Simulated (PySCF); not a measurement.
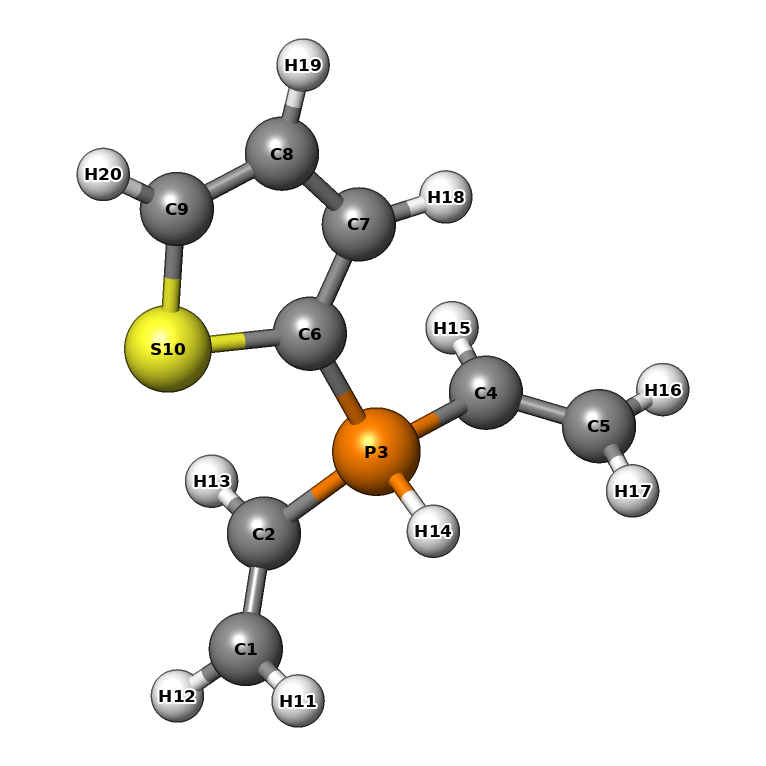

Every bond is drawn as one stick. Charge +1, singlet. The geometry was computed by an optimisation with GFN2-xTB. No frequency run is at hand to confirm it as a minimum. Computed with PBE0/pcSseg-1 (PySCF 2.14.0).

Which bond between heavy atoms has the lowest Mayer bond order?

P3–C6, 0.94, at 1.771 Å.

List the Mayer bond orders of C1–C2, C2–P3, P3–C4, P3–C6, C4–C5, C6–C7, C6–S10, C7–C8, C8–C9, C9–S10 (bonds between heavy atoms, one of each equivalent set).

| bond | Mayer order | length (Å) |
| --- | --- | --- |
| C1–C2 | 1.91 | 1.326 |
| C2–P3 | 1.03 | 1.792 |
| P3–C4 | 1.03 | 1.792 |
| P3–C6 | 0.94 | 1.771 |
| C4–C5 | 1.91 | 1.326 |
| C6–C7 | 1.46 | 1.378 |
| C6–S10 | 1.12 | 1.743 |
| C7–C8 | 1.34 | 1.402 |
| C8–C9 | 1.54 | 1.364 |
| C9–S10 | 1.22 | 1.705 |

The geometry is semi-empirical. Around P such bond lengths and angles can be off by a tenth of an ångström or more and by several degrees, and values that hang on the shape move with them.
